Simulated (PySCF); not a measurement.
SMILES [OH][Be][Cl] (HBeClO) at its PBE0/def2-SVP optimised geometry (Å):

```
4

Be    -0.2581    -0.0017     0.0000
Cl    -2.0733    -0.0013    -0.0045
O      1.1262    -0.0017     0.0000
H      2.0733     0.0017    -0.0030
```

Calculation: PBE0/def2-TZVP run with PySCF. Cells within 0.4 Å of a nucleus heavier than hydrogen are left out (blank, or x).

Map of the LUMO amplitude (bohr^(-3/2)) on the plane z = 0.0 Å; orbital energy -0.34 eV, overall sign arbitrary:

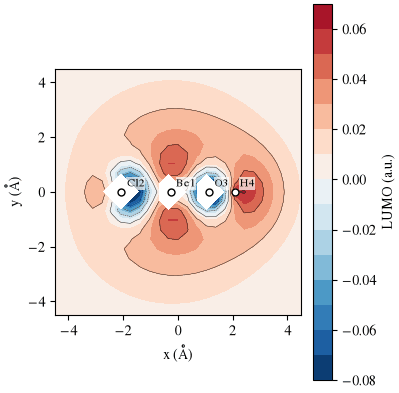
Figure. LUMO amplitude (bohr^(-3/2)) on the plane z = 0.0 Å.
